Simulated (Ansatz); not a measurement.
# BSiNH4S (SMILES S[SiH]1BN1): r2SCAN/cc-pVDZ

Aim: the vertical singlet–triplet gap of BSiNH4S at r2SCAN/cc-pVDZ, from 2 runs. 

The calculation is run with Ansatz 0.2.0.

97 further runs of the same task are left out: 97 set aside as unsound or not needed.

### Step 1. The molecule

BSiNH4S: 8 atoms, total charge 0, spin state singlet. SMILES: `S[SiH]1BN1`. Geometry: relaxed at PBE0-D4/def2-TZVP. This is one conformer, not always the lowest.

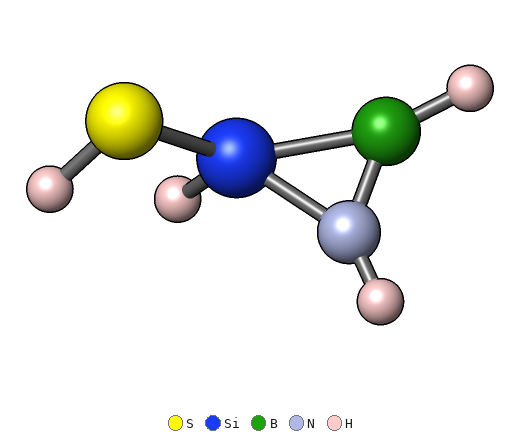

The structure, seen from a chosen angle (sulfur yellow, silicon blue, boron green, nitrogen light blue, hydrogen pink).

### Step 2. The energy at r2SCAN/cc-pVDZ

Input file job.yaml:

```yaml
crystal:
  periodic: [false, false, false]
  atoms:
    - {symbol: S, position_ang: [-2.198700, -0.554700, -0.360400]}
    - {symbol: Si, position_ang: [-0.326600, -0.039100, 0.515400]}
    - {symbol: B, position_ang: [1.350500, -0.825500, 0.014200]}
    - {symbol: "N", position_ang: [0.999600, 0.392100, -0.541100]}
    - {symbol: H, position_ang: [-2.816800, 0.582000, 0.001900]}
    - {symbol: H, position_ang: [-0.578800, 0.932200, 1.605800]}
    - {symbol: H, position_ang: [2.264800, -1.577600, -0.080200]}
    - {symbol: H, position_ang: [1.398200, 1.033600, -1.211500]}
basis:
  gaussian:
    orbitals: cc-pVDZ
hamiltonian:
  xc: r2scan
magnetization:
  spin_polarized: false
  initial_magnetization: 0
accuracy: high
total_charge: 0
output:
  orbitals: {seedname: orbitals}
```

Command:

```console
$ ansatz run job.yaml --threads 1 --pin off --max-ram 2610MiB --events-out events.jsonl --progress --plain --runs-dir runs
```

The log of the run:

```text
Warning: RAYON_NUM_THREADS=1 ignored (pool sized by the plan → 1); use --threads N
Functional definition: r2SCAN
  name "r2SCAN"
  parameter k0 = 0.174
  parameter k1 = 0.065
  parameter a1 = 4.9479
  exchange = r2scan_x(k0 = k0, k1 = k1, a1 = a1)
  correlation = r2scan_c
1930 factors; integrals over basis functions are off by at most 3.9e-9 eV
mean field evaluation 1: about -20935.8349 eV, gradient 5.4e1 eV
mean field evaluation 2: about -20913.3078 eV, gradient 1.0e2 eV
mean field evaluation 4: about -20942.2960 eV, gradient 6.4e0 eV
mean field evaluation 8: about -20942.4080 eV, gradient 3.7e-1 eV
mean field evaluation 16: about -20942.4085 eV, gradient 5.1e-5 eV
mean field -20942.40848739 eV, -769.6193166373 hartree, gradient 4.3e-8 eV, S^2 0.000000; 0 other end points of the search recorded, 0 dependent functions left out
reference -20942.40848813 eV, -769.6193166646 hartree; 23, 23 occupied and 61, 61 virtual orbitals, 1930 factors
Total energy: -20942.40848813 eV, -769.6193166646 hartree
```

It took 17 s on 1 thread of Arm Neoverse V1, shared host; peak memory 0.27 GiB.

### Step 3. The triplet, same level

Input file molecule.yaml:

```yaml
crystal:
  periodic: [false, false, false]
  atoms:
    - {symbol: S, position_ang: [-2.198700, -0.554700, -0.360400]}
    - {symbol: Si, position_ang: [-0.326600, -0.039100, 0.515400]}
    - {symbol: B, position_ang: [1.350500, -0.825500, 0.014200]}
    - {symbol: "N", position_ang: [0.999600, 0.392100, -0.541100]}
    - {symbol: H, position_ang: [-2.816800, 0.582000, 0.001900]}
    - {symbol: H, position_ang: [-0.578800, 0.932200, 1.605800]}
    - {symbol: H, position_ang: [2.264800, -1.577600, -0.080200]}
    - {symbol: H, position_ang: [1.398200, 1.033600, -1.211500]}
basis:
  gaussian:
    orbitals: cc-pVDZ
accuracy: high
total_charge: 0
magnetization:
  spin_polarized: true
  initial_magnetization: 2
hamiltonian:
  xc: {name: r2SCAN}
output:
  orbitals: {seedname: orbitals}
```

Command:

```console
$ ansatz run molecule.yaml --threads 1 --pin off --max-ram 2610MiB --events-out events.jsonl --progress --plain --runs-dir runs
```

The log of the run:

```text
Warning: RAYON_NUM_THREADS=1 ignored (pool sized by the plan → 1); use --threads N
[... 7 set-up lines as earlier in the session ...]
1930 factors; integrals over basis functions are off by at most 3.9e-9 eV
mean field evaluation 1: about -20922.3985 eV, gradient 5.0e1 eV
mean field evaluation 2: about -20720.7455 eV, gradient 1.5e2 eV
mean field evaluation 4: about -20937.2528 eV, gradient 1.1e1 eV
mean field evaluation 8: about -20938.1164 eV, gradient 2.5e-1 eV
mean field evaluation 16: about -20938.1074 eV, gradient 2.3e-3 eV
mean field evaluation 32: about -20938.1074 eV, gradient 6.6e-8 eV
mean field -20938.10742116 eV, -769.4612553688 hartree, gradient 6.7e-8 eV, S^2 2.008399; 6 other end points of the search recorded, 0 dependent functions left out
reference -20938.10742344 eV, -769.4612554524 hartree; 24, 22 occupied and 60, 62 virtual orbitals, 1930 factors
Total energy: -20938.10742344 eV, -769.4612554524 hartree
```

Wall time 47 s (1 thread of Arm Neoverse V1, shared host); peak memory 0.43 GiB.

### Step 4. Summary of results

At r2SCAN/cc-pVDZ:

| quantity | value |
| --- | --- |
| singlet: total energy | -769.61932 Eh |
| singlet: HOMO energy | -6.06 eV |
| singlet: LUMO energy | -1.00 eV |
| singlet: HOMO–LUMO gap | 5.06 eV |
| triplet: total energy | -769.46126 Eh |
| triplet: HOMO energy (highest over α and β) | -1.97 eV |
| triplet: ⟨S²⟩ | 2.008 |
| vertical energy of the triplet above the singlet | 4.301 eV |

**Reading.** At this shape the triplet lies 4.30 eV (99 kcal/mol) above the singlet.
